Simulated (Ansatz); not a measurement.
Nb3Ag (space group Fm-3m, No. 225). Coordinates: the input geometry of an electronic-structure calculation (not necessarily at equilibrium); the starting structure was generated, so it need not be a known form of this composition.

```xyz
16
Lattice="6.6117 0.0000 0.0000 0.0000 6.6117 0.0000 0.0000 0.0000 6.6117" Properties=species:S:1:pos:R:3 pbc="T T T"
Nb    1.6529    1.6529    4.9588
Nb    3.3059    0.0000    0.0000
Nb    1.6529    4.9588    4.9588
Ag    0.0000    0.0000    0.0000
Nb    1.6529    4.9588    1.6529
Nb    3.3059    3.3059    3.3059
Nb    1.6529    1.6529    1.6529
Ag    0.0000    3.3059    3.3059
Nb    4.9588    1.6529    1.6529
Nb    0.0000    0.0000    3.3059
Nb    4.9588    4.9588    1.6529
Ag    3.3059    0.0000    3.3059
Nb    4.9588    4.9588    4.9588
Nb    0.0000    3.3059    0.0000
Nb    4.9588    1.6529    4.9588
Ag    3.3059    3.3059    0.0000
```

Describe the stacking along [111], with columns A (0, 0), B (1/3, 2/3), C (2/3, 1/3) of the hexagonal mesh spanned by (a − b)/2 and (b − c)/2.

Ag(A) – Nb(B) – Nb(C) – Nb(A) – Ag(B) – Nb(C) – Nb(A) – Nb(B) – Ag(C) – Nb(A) – Nb(B) – Nb(C) (twelve layers in 11.45 Å).

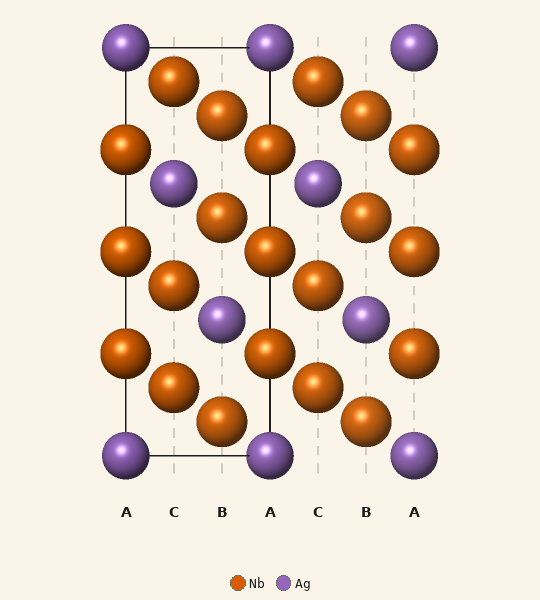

Projection along an edge of the hexagonal mesh, stacking direction [111] upwards. The dashed lines mark the three columns A (0, 0), B (1/3, 2/3) and C (2/3, 1/3). The box is the hexagonal cell of the face-centred cubic lattice. The sequence starts with the first layer at or above the cell's origin.
